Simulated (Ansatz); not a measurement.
Electronic density of states of amorphous Ti$_{20}$O$_{42}$Si, density 3.53 g/cm³, on a 2×2×2 Γ-centred mesh with a Gaussian width of 0.1 eV; energies count from the Fermi level, whose place inside the gap is arbitrary. Cell and mesh are small, so fine structure isn't converged. These are PBE, scalar-relativistic without spin-orbit coupling (plane waves to 420 eV, PAW; Ansatz, a quantum-chemistry and plane-wave program) values and carry that method's errors. Sampling: a 2×2×2 Γ-centred mesh; Fermi-Dirac width 0.02 eV; no spin polarisation. At PBE the levels at the filled edge of the gap are localised (band-tail or defect states).

The cell was made by melting and quenching with the CHGNet potential and then relaxed with DFT. O atoms were pushed apart under 1.9 Å during the dynamics, to hinder bonds among them. The hot cell started wider than the set density and was brought back towards it in steps. It is the lowest in DFT energy of 2 quenches. It is a model cell: composition and starting density were chosen by hand, and all elements were melted together. No dispersion term was used. Its density started from a set value of 3.53 and ended at 3.53 g/cm³. The simulated quench (nominally 300 K/ps over its main leg) is rapid and tends to freeze in more defects than a deposited or slowly cooled glass has. A cell of this size samples the disorder only roughly. The volume was held where the preparation left it and the shape relaxed, at a PBE pressure of 1.3 GPa. Stress components on the final sampling reach 1.3 GPa. On a 2×2×2 Γ-centred mesh force components of up to 0.13 eV/Å stay, since the relaxation ran on the zone centre alone.

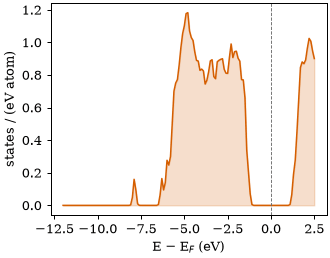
Figure. Density of states per atom

The level gap on this mesh is 2.57 eV; the broadening fills part of it in the curve.
